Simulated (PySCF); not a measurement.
```yaml
atoms:
  - { symbol: Si, position_ang: [2.4785, -0.2490, -0.1865] }
  - { symbol: N, position_ang: [1.1822, 0.8834, 0.0058] }
  - { symbol: Si, position_ang: [-0.2781, 0.7401, 0.9325] }
  - { symbol: Si, position_ang: [-1.9408, 1.9893, -0.0387] }
  - { symbol: O, position_ang: [-0.7268, -0.8207, 0.9573] }
  - { symbol: Si, position_ang: [-0.8449, -2.3579, 0.4786] }
  - { symbol: H, position_ang: [3.5169, 0.4938, -0.9063] }
  - { symbol: H, position_ang: [2.9638, -0.6944, 1.1215] }
  - { symbol: H, position_ang: [2.0251, -1.4014, -0.9708] }
  - { symbol: H, position_ang: [1.3213, 1.7777, -0.4328] }
  - { symbol: H, position_ang: [0.0364, 0.9729, 2.3511] }
  - { symbol: H, position_ang: [-1.5226, 2.6846, -1.2663] }
  - { symbol: H, position_ang: [-3.1461, 1.2382, -0.4080] }
  - { symbol: H, position_ang: [-2.3935, 3.0542, 0.8662] }
  - { symbol: H, position_ang: [-2.1046, -2.8156, 1.0627] }
  - { symbol: H, position_ang: [-0.8849, -2.4005, -0.9836] }
  - { symbol: H, position_ang: [0.3111, -3.0828, 1.0052] }
```

Geometry: GFN2-xTB.

The calculation used CAM-B3LYP/def2-SVPD, SCF density, gas phase in PySCF.

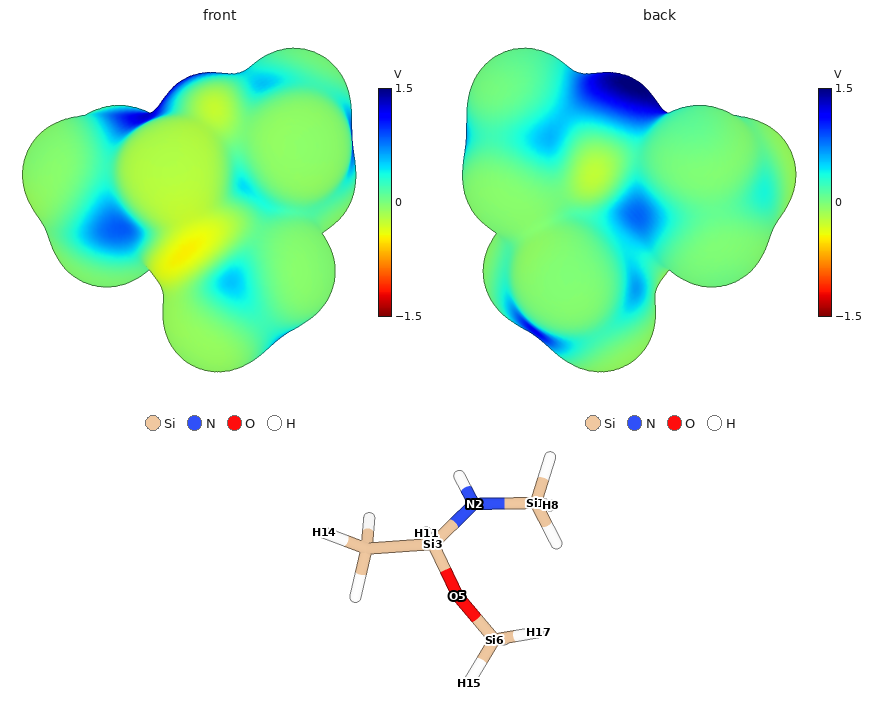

H11NOSi4. The molecular electrostatic potential painted on the density surface at 0.001 e/bohr³, seen from the front and from behind; the colour scale runs from red (negative) to blue (positive). The bare structure is drawn below in the same view.

### Which sites attract a positive test charge, and which a negative one?

A positive charge is drawn to the negative regions and a negative charge to the positive ones. The most negative region (about −0.4 V) lies over O5, the most positive (about +1.5 V) over H10.
